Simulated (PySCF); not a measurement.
## Electronic structure of C9H10Si (SMILES C=C1[SiH2][C@H]1c1ccccc1) in real space

```xyz
20

C    -2.4704   -1.7730   -0.0161
C    -2.2009   -0.4893   -0.0958
Si   -2.4315    1.2971    0.3303
C    -1.1384    0.3567   -0.7503
C     0.2661    0.2155   -0.3474
C     1.2893    0.6213   -1.2026
C     2.6143    0.5146   -0.8249
C     2.9466   -0.0013    0.4164
C     1.9394   -0.4070    1.2766
C     0.6146   -0.2974    0.9013
H    -1.8627   -2.5142   -0.5174
H    -3.3112   -2.1495    0.5460
H    -3.4400    2.0671   -0.3764
H    -1.9986    1.7740    1.6307
H    -1.2582    0.4652   -1.8253
H     1.0384    1.0221   -2.1755
H     3.3926    0.8325   -1.5041
H     3.9819   -0.0885    0.7112
H     2.1904   -0.8143    2.2458
H    -0.1669   -0.6212    1.5744
```

Geometry: GFN2-xTB.

Method: PBE0/pcSseg-1, SCF density, gas phase, non-relativistic in PySCF 2.14.0.

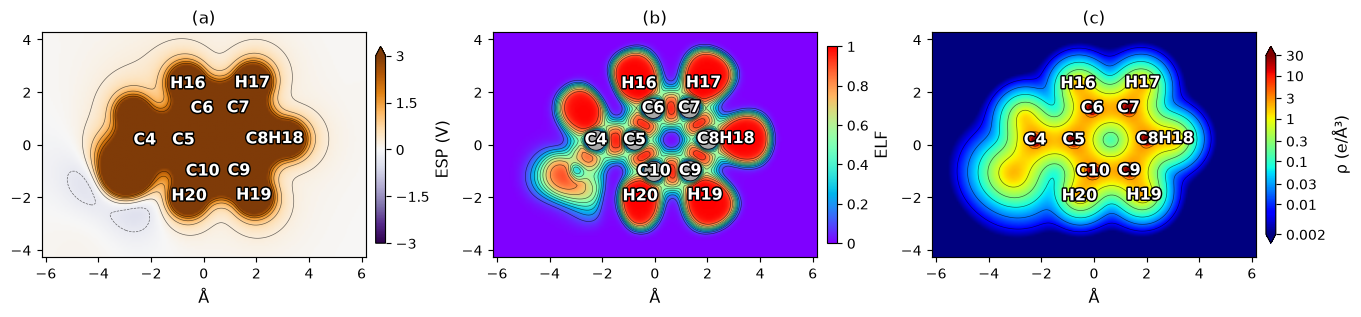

Figure 1. (a) electrostatic potential; (b) electron localisation function; (c) electron density on the plane of atoms C5, C10 and H20. Grey discs cover the atomic cores in the ELF map.

> What does the map show?

- The plane passes through C and H nuclei.
- C–H (1.08 Å): the density is about 2 e/Å³ at the midpoint; the ELF climbs to about 1 towards the hydrogen, as it does in any bond to H; an ordinary covalent bond to hydrogen.
- C–C (1.38 Å): ρ is about 2.1 e/Å³ halfway; the ELF peaks at about 0.95 between the atoms: localised, covalent bonding.
- C–C (1.47 Å): the density is about 1.8 e/Å³ at the midpoint; the ELF peaks at about 0.95 between the atoms; a covalent bond.
- Outside the dense part of the molecule the potential is most negative (−0.4 V) near C2, which lies off the plane.

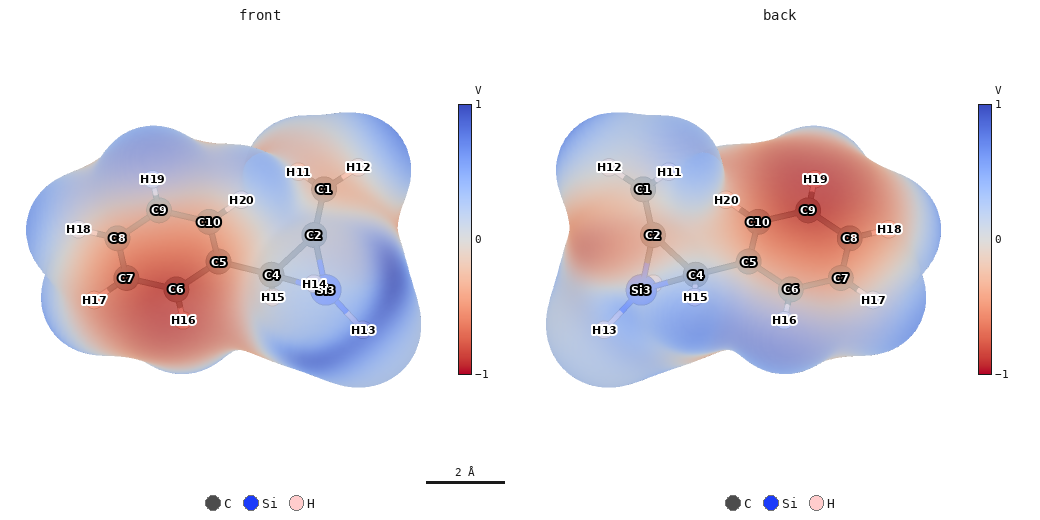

Figure 2. The molecular electrostatic potential painted on the density surface at 0.001 e/bohr³, seen from the front and from behind; the colour scale runs from red (negative) to blue (positive).

> Describe the electrostatic potential map.

The most negative region (about −0.9 V) lies over the π face of the C atoms, the most positive (about +0.8 V) over Si3.

> What dipole moment does the calculation give?

Its dipole moment is 0.76 D.
